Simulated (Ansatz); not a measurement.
```xyz
10

Ga   -1.4474   -0.1733   -0.3694
C     1.1889    1.1220    0.2229
C    -0.9615   -1.8626   -0.1025
H     1.0389    0.5634   -0.7055
H    -1.9652    1.2431   -0.6340
H     2.2321    1.0053    0.5151
H     0.9611    2.1744    0.0634
H     0.5702    0.7253    1.0332
H     0.0477   -2.1192    0.1948
H    -1.6648   -2.6784   -0.2180
```

The product side of a reaction path; geometry: PBE0-D4/def2-TZVP.

Computed with Ansatz, RKS PBE0-D4/def2-TZVPP.

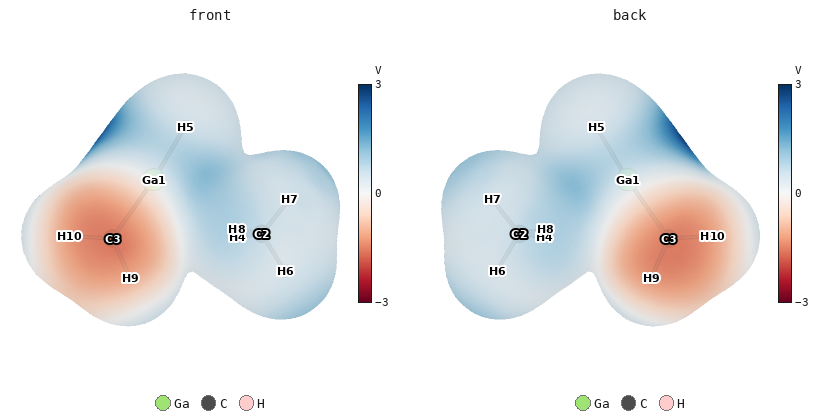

CH3Ga···CH4. The electrostatic potential painted on the density surface at 0.002 e/bohr³, seen from the front and from behind; red is negative and blue positive.

### Where is the surface potential most negative and most positive?

The most negative region (about −1.5 V, or −35 kcal/mol for a unit charge) lies over the π face of C3, the most positive (about +2.7 V, or +62 kcal/mol for a unit charge) over Ga1.
